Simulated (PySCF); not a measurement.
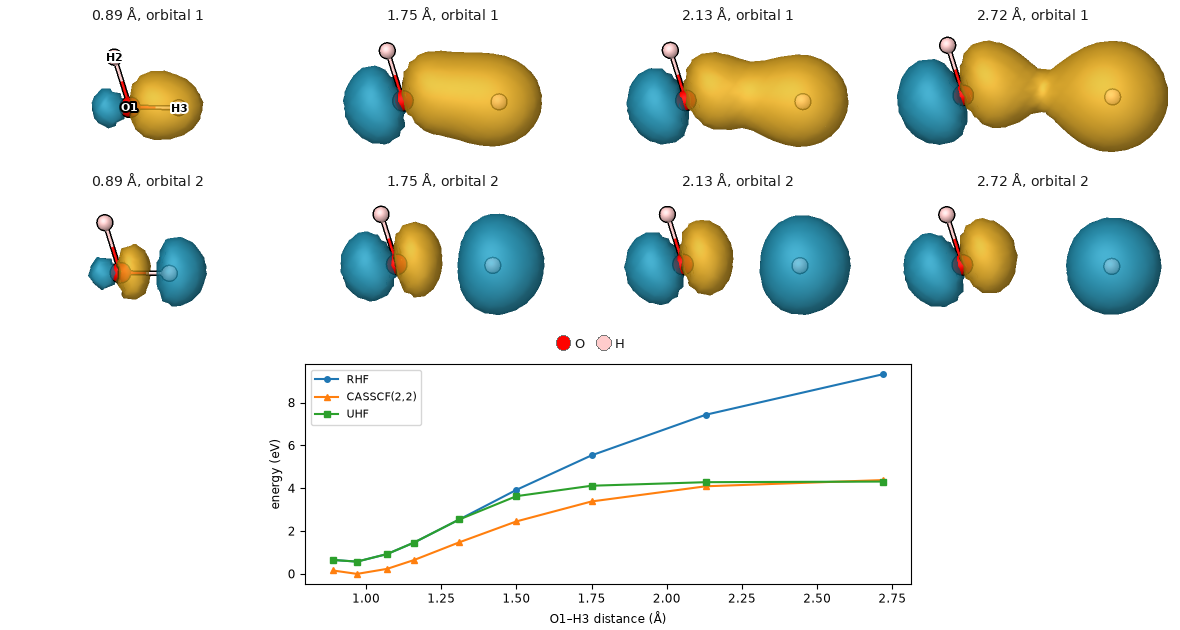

H$_{2}$O, SMILES `O`. Rigid stretch of the O1–H3 bond. The two CASSCF(2,2) natural orbitals nearest half filling (orbital 1 the more occupied). Below: energies along the scan, from the lowest point of the three curves.

PySCF calculation, aug-cc-pVDZ basis, gas phase; geometry: GFN2-xTB. No frequency check shows the geometry to be a minimum.

Geometry (Å), atoms numbered from 1:

```
O1       0.0000    0.1138    0.0000
H2       0.7722   -0.4552    0.0000
H3      -0.7722   -0.4552    0.0000
```

### How do the occupations change along the stretch?

0.89 Å: 1.99 and 0.01; 1.75 Å: 1.72 and 0.28; 2.13 Å: 1.47 and 0.53; 2.72 Å: 1.19 and 0.81. At the longest distance computed (2.72 Å) they are 1.19 and 0.81, and the effective number of unpaired electrons is 1.9.

### Where does the UHF solution part from RHF?

Between 1.31 Å (⟨S²⟩ = 0, the two coincide) and 1.50 Å (⟨S²⟩ = 0.45); at 2.72 Å ⟨S²⟩ is 1.00 and UHF lies 5.0 eV below RHF.

### How much energy does the stretch cost?

By CASSCF, 4.4 eV from the lowest point of the scan (0.97 Å) to 2.72 Å; RHF gives 8.8 eV from its own lowest point. The fragments aren't relaxed and dynamic correlation is missing, so this isn't a bond dissociation energy.

Run time: 10 s on 1 thread of Arm Neoverse V1, with other jobs on the host, peak memory 0.18 GiB.
